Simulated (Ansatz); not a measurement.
**AlFH2OS: a ladder of functionals and wavefunction methods**

Aim: compute AlFH2OS with functionals from several rungs and with coupled cluster, and see how far each lands from CCSD(T) at the basis-set limit for the atomisation energy.

Method: functionals in def2-TZVPP, the program's frozen cores in correlated methods; program: Ansatz 0.2.0, Gaussian basis.

Plan: LDA (SPW92), PBE-D4, revPBE-D4, BLYP-D4, r2SCAN-D4, B97M-V, PBE0-D4, B3LYP-D4, r2SCANh-D4, r2SCAN0-D4, HSE06-D4, BHLYP-D4, CAM-B3LYP-D4, LC-ωPBE, ωB97X-V, ωB97M-V, B2PLYP, PBE-QIDH; CCSD(T)/def2-SVP; CCSD(T)/def2-TZVPP; CCSD(T)/def2-QZVPP; extrapolation to the limit; RPA on PBE.

## (1) The geometry

An earlier PBE0-D4 in a triple-zeta def2 set relaxation fixed the geometry.

6 atoms, charge 0, spin multiplicity 1.

Atoms are counted from 1 here; the program's logs count them from 0.

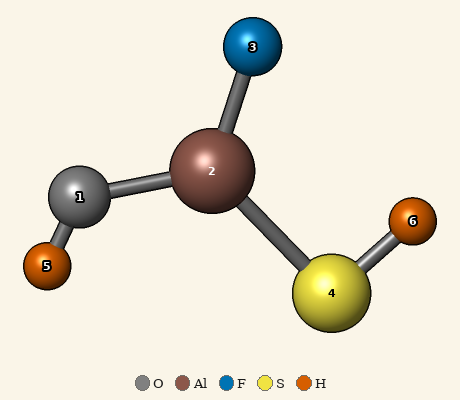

The geometry (oxygen grey, aluminium brown, fluorine blue, sulfur yellow, hydrogen orange); atoms are numbered from 1 in the order of the file.

## (2) LDA

This LDA is Slater exchange with PW92 correlation.

The input, in.yaml:

```yaml
crystal:
  periodic: [false, false, false]
  atoms:
    - {symbol: O, position_ang: [1.399563, -0.456348, -1.028912]}
    - {symbol: Al, position_ang: [0.238559, -0.260759, 0.168068]}
    - {symbol: F, position_ang: [0.421348, -1.100986, 1.565665]}
    - {symbol: S, position_ang: [-1.478595, 1.043103, -0.050262]}
    - {symbol: H, position_ang: [1.392230, -0.019295, -1.877868]}
    - {symbol: H, position_ang: [-1.931004, 0.730385, 1.177109]}
basis:
  gaussian: {orbitals: def2-TZVPP}
hamiltonian: {xc: lda}
output: {orbitals: {seedname: orbitals}}
```

Started as:

```console
ansatz run in.yaml --threads 2 --pin off --events-out ev --progress --plain --max-ram 32768MiB --backend cpu
```

Further steps of the session: PBE-D4 (GGA); revPBE-D4 (GGA); BLYP-D4 (GGA); r2SCAN-D4 (meta-GGA); B97M-V (meta-GGA); PBE0-D4 (hybrid); B3LYP-D4 (hybrid); r2SCANh-D4 (hybrid); r2SCAN0-D4 (hybrid); HSE06-D4 (hybrid); BHLYP-D4 (hybrid); CAM-B3LYP-D4 (range-separated); LC-ωPBE (range-separated); ωB97X-V (range-separated); ωB97M-V (range-separated); B2PLYP (double hybrid); PBE-QIDH (double hybrid); CCSD(T) in def2-SVP; CCSD(T) in def2-TZVPP; CCSD(T) in def2-QZVPP; RPA on PBE orbitals.

Before running them: what should the planned runs give, taken together? Wanted: atomisation energy, CCSD(T)/CBS; farthest beyond LDA; mean size of error, GGA; mean size of error, meta-GGA; mean size of error, hybrid; mean size of error, range-separated; mean size of error, double hybrid; gap, smallest and largest; T1 diagnostic.

As calculated:

| quantity | value |
| --- | --- |
| atomisation energy, CCSD(T)/CBS | 2249.5 kJ/mol |
| functionals within 11.2 kJ/mol (0.5 %) | PBE-D4 |
| farthest beyond LDA | BHLYP-D4 (-130.5 kJ/mol) |
| mean size of error, GGA | 38.4 kJ/mol |
| mean size of error, meta-GGA | 12.0 kJ/mol |
| mean size of error, hybrid | 68.1 kJ/mol |
| mean size of error, range-separated | 26.9 kJ/mol |
| mean size of error, double hybrid | 54.6 kJ/mol |
| gap, smallest and largest | 5.02 eV (BLYP-D4), 12.20 eV (LC-ωPBE) |
| T1 diagnostic | 0.0122 |
| triples share of the correlation energy | 3.4 % |

**Reading.** The LDA atomisation energy is off by 291.5 kJ/mol (13 %): it overbinds. PBE-D4 misses by -4.4 kJ/mol. Double hybrids carry the basis error of their MP2 part in triple zeta, and no dispersion term here, so their miss is partly the set-up's. By mean error the best rung here is meta-GGA (12.0 kJ/mol) and the worst beyond LDA is hybrid (68.1 kJ/mol). The mean of the hybrids holds BHLYP, with half exact exchange. Misses under about 11.2 kJ/mol are within the doubt on the reference itself, which lacks core-valence correlation, relativity and higher excitations. Hartree-Fock recovers 71 % of the binding; the rest is correlation. CCSD(T) in def2-SVP is off by -199.7 kJ/mol, which most functionals beat. Orbital gaps span 5.0 to 12.2 eV; exact exchange widens them.
